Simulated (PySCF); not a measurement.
SMILES Bc1ccc(N)cc1, singlet at its GFN2-xTB optimised geometry (Å):

```
16

B     -1.4310    -2.3451     0.0010
C     -0.6198    -1.0431     0.0000
C     -1.2387     0.2185    -0.0016
C     -0.5190     1.3902    -0.0012
C      0.8791     1.3618    -0.0012
N      1.6040     2.5242    -0.0641
C      1.5205     0.1191     0.0000
C      0.7856    -1.0431     0.0000
H     -0.8845    -3.3810     0.0060
H     -2.6018    -2.3109    -0.0021
H     -2.3184     0.2671     0.0001
H     -1.0245     2.3466    -0.0012
H      1.1327     3.3810     0.1716
H      2.5800     2.4786     0.1750
H      2.6018     0.0864     0.0009
H      1.3048    -1.9910     0.0029
```

Calculation: B3LYP/def2-TZVP (PySCF 2.14.0).

Map of the log10 of the electron density (e/bohr³), floored at −4 on the plane z = 1.5 Å:

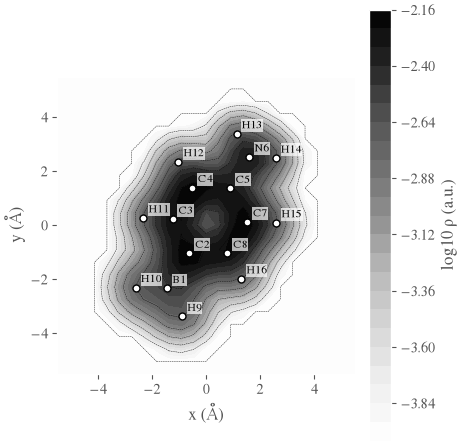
Fig. 1. Log10 of the electron density (e/bohr³), floored at −4 on the plane z = 1.5 Å.
